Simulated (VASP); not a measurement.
Given:

```yaml
crystal:
  lattice:
    - [1.61861, -2.80352, 0.00000]
    - [1.61861, 2.80352, 0.00000]
    - [0.00000, 0.00000, 5.26872]
  atoms:
    - { symbol: Ga, position: [0.66667, 0.33333, 0.50003] }
    - { symbol: Ga, position: [0.33333, 0.66667, 0.00003] }
    - { symbol: N, position: [0.66667, 0.33333, 0.87697] }
    - { symbol: N, position: [0.33333, 0.66667, 0.37697] }
```

Level of theory: revPBE GGA, VASP's PBE PAW potentials (set 64) (plane waves; VASP). Settings: 520 eV cut-off, 9×9×5 Γ-centred mesh, tetrahedra with Blöchl corrections, potentials Ga_d N.

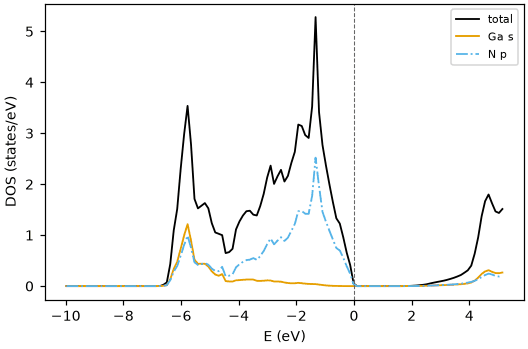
*Total and projected density of states, zero at the valence-band maximum*

Within 2 eV below the valence-band maximum the largest weight inside VASP's projection spheres is N p, then Ga p.

The gap is direct, 1.65 eV, from the valence maximum at Γ to the conduction minimum at Γ.

The compound is GaN in the wurtzite structure. It was relaxed first.
